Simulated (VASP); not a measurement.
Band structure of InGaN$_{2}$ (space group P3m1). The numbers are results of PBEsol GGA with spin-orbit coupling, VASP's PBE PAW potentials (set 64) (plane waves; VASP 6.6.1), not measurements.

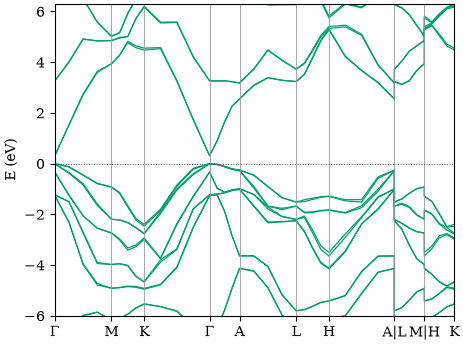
Fig. 1. Bands along high-symmetry lines, zero at the valence-band maximum or, without a gap, the Fermi level

Task: Read the plot: is there a gap, and where are the band edges?

Result: The gap is direct, 0.31 eV, from the valence maximum at Γ to the conduction minimum at Γ.

The structure comes from a computed database's InGaN2 entry (P3m1); how it stands against other phases isn't given here. It was relaxed first.
